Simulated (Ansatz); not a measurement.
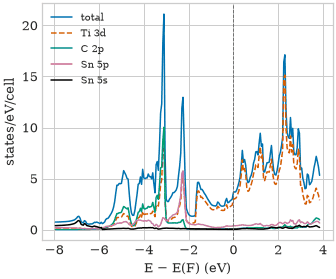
*Total and projected density of states of Ti₂SnC in space group P6_3/mmc (No. 194; Ti on 4f, Sn on 2d, C on 2a), r²SCAN (plane waves, PAW; program Ansatz)*

Question: Which orbitals carry the states next to the Fermi level?

Answer: Within 0.5 eV of the Fermi level: Ti 3d 83 %, Sn 5p 9 %. Projections are on Löwdin-orthogonalised atomic valence shells; empty p or d shells of many metals are not among them.

Question: Where is the tallest occupied peak in this window, and what makes it?

Answer: Near -3.1 eV, about 21 states/eV per cell; the largest projected share is C 2p.

The first step of the workflow began from a Materials Project structure, measured or hypothetical; the Crystallography Open Database copy checked does not list it. Its standing as an ambient phase is unchecked. The cell was relaxed with r²SCAN under the symmetry of its start; its stability against distortions is not shown here. The run is not spin-polarised. Scalar-relativistic: spin–orbit coupling is off unless named, which matters more the heavier the elements.

Potentials: the later of the program's two PAW sets.
